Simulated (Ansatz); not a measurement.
Consider LaHfSb3.

Input

```
crystal:
  lattice:
    - [5.8348020291, 0.0, 0.0]
    - [0.0, 5.8348020291, 0.0]
    - [0.0, 0.0, 5.8348020291]
  atoms:
    - { symbol: La, position: [0.5, 0.5, 0.5] }
    - { symbol: Hf, position: [0.0, 0.0, 0.0] }
    - { symbol: Sb, position: [0.0, 0.5, 0.5] }
    - { symbol: Sb, position: [0.5, 0.0, 0.5] }
    - { symbol: Sb, position: [0.5, 0.5, 0.0] }
basis:
  ecutwfc: 420
kpoints:
  mp_grid: { grid: [6, 6, 6] }
hamiltonian:
  xc: pbe
scf:
  occupations: { method: gaussian, width: 0.1 }
output:
  forces: true
  stress: true
  eigenvalues: true
  write_density: true
  write_potential: true
  elf: true
  volumetric_format: npy
relax:
  adjacent_minimum: "off"
  f_tol: 0.01
  max_steps: 80
  cell: { stress_tol: 0.05 }
```

Command:

```sh
ansatz run input.yaml --threads 1 --pin off --max-ram 2048MiB --backend cpu --events-out ev --progress --plain --runs-dir out
```

Below, planes, directions and counts refer to the conventional cell (a = 5.86 Å, b = 5.86 Å, c = 5.86 Å, α = 90.00°, β = 90.00°, γ = 90.00°).

The fields are those of the relaxed geometry.

Space group Pm-3m; a structure generated by program, which may or may not match a known phase.

The calculation used Ansatz, DFT PBE, scalar-relativistic, plane waves, PAW.

Q: What can the converged valence pseudo-density and electron localisation function tell about the bonding?

A: La–Sb (2.93 Å): the density is about 0.34 e/Å³ at the midpoint; the ELF is about 0.40 at the midpoint.
Hf–Sb (4.14 Å): the density is about 0.06 e/Å³ at the midpoint; the ELF peaks at about 0.55 in the valence shell of Sb, 1.4 Å from its nucleus, and drops to about 0.15 between the two atoms; no shared electron pair shows on this line.

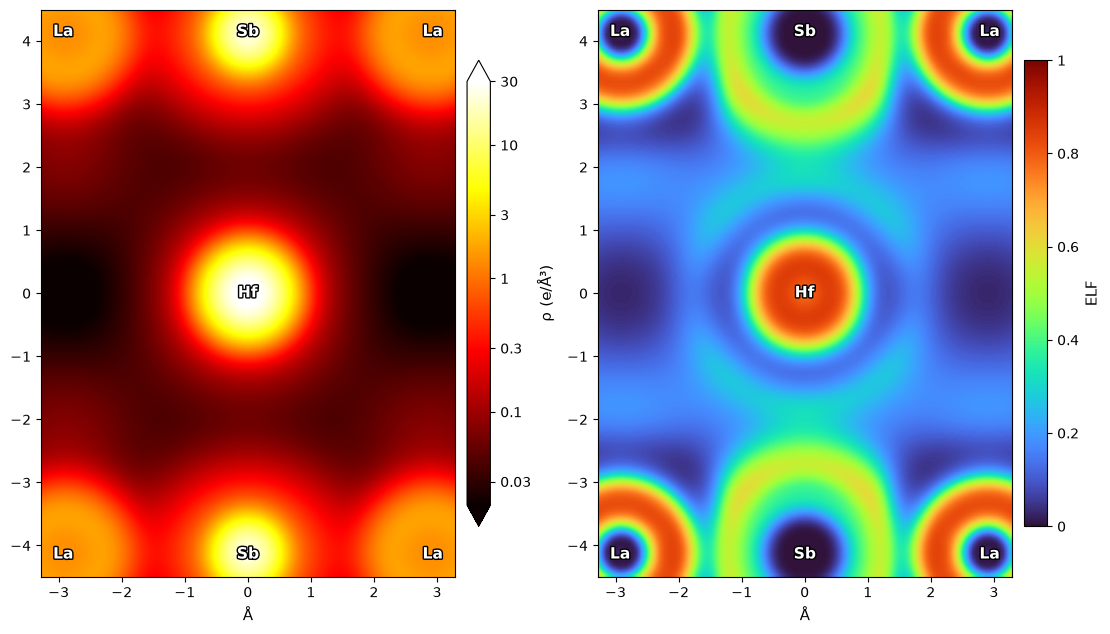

Computed valence pseudo-density and electron localisation function on the (110) plane of the conventional cell, in this order. 

In a PAW calculation such maps are meaningful between the atoms, not at the nuclei.
